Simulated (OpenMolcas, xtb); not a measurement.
# InI (indium iodide (ini)): methods side by side

InI has 2 atoms, charge 0, and is taken as a singlet. As SMILES, `[In][I]`. Geometry: a GFN2-xTB relaxation, a rough one for these elements and not checked as a minimum.

```xyz
2

In    0.0000    0.0000    0.0000
I     0.0000    0.0000    2.7892
```

Each level gives the dipole moment (D). The values are calculated.

```json
{"level": "GFN0-xTB", "kind": "semi-empirical", "program": "xtb", "value (D)": "8.91", "CPU time": "under 2 s"}
{"level": "GFN1-xTB", "kind": "semi-empirical", "program": "xtb", "value (D)": "6.06", "CPU time": "under 2 s"}
{"level": "GFN2-xTB", "kind": "semi-empirical", "program": "xtb", "value (D)": "8.36", "CPU time": "under 2 s"}
{"level": "HF/ANO-RCC-MB (DKH2)", "kind": "Hartree–Fock", "program": "OpenMolcas", "value (D)": "4.42", "CPU time": "6.2 s"}
{"level": "B97-2/def2-SVP (core potential)", "kind": "global hybrid", "program": "OpenMolcas", "value (D)": "3.63", "CPU time": "2.8 s"}
{"level": "B97-2/def2-SVPD (core potential)", "kind": "global hybrid", "program": "OpenMolcas", "value (D)": "3.71", "CPU time": "3.5 s"}
{"level": "B97-2/def2-TZVP (core potential)", "kind": "global hybrid", "program": "OpenMolcas", "value (D)": "3.70", "CPU time": "7.1 s"}
{"level": "B97-2/def2-TZVPD (core potential)", "kind": "global hybrid", "program": "OpenMolcas", "value (D)": "3.71", "CPU time": "10 s"}
{"level": "B97-2/def2-QZVPPD (RICD fitting, core potential)", "kind": "global hybrid", "program": "OpenMolcas", "value (D)": "3.70", "CPU time": "36 s"}
```

The values span 3.63 to 8.91 D. CPU times are rough (shared hosts, several kinds of processor): they show what a rung costs within a factor of a few.

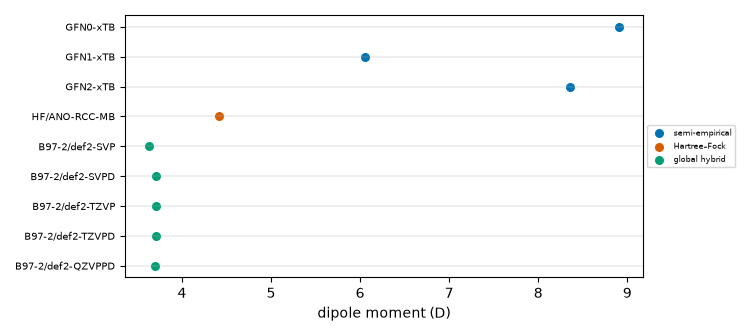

The values of the table, level by level.
